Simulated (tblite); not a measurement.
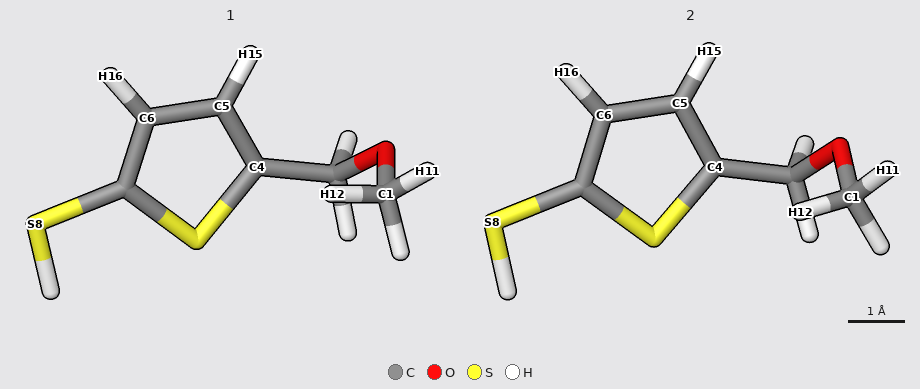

Two geometries of C6H8OS2, drawn at one scale. One is the start of a relaxation, the other its converged end. The picture is a stick view, seen face on.

All numbers below come from GFN2-xTB geometry optimisation, gas phase (tblite). 

Question: Which of the two is the end point?

Answer: Structure 1 is the relaxed one. Over 51 geometry steps the energy falls by 3.15 kcal/mol. An H atom moves most after the best rigid fit: 0.40 Å. By element the largest moves are H 0.40 Å, O 0.15 Å, C 0.11 Å, S 0.08 Å. Some distances before and after: C–S 1.697 → 1.736 Å, C–C 1.397 → 1.360 Å, C–O 1.426 → 1.408 Å, C–H 1.091 → 1.074 Å. Bond angles that change, for instance: C–C–H 113.7° → 109.4°, O–C–C 109.9° → 113.0°, H–C–H 107.3° → 109.6°. The run took 2.2 s on 1 thread of Intel(R) Xeon(R) Processor @ 2.50GHz, on a shared host.
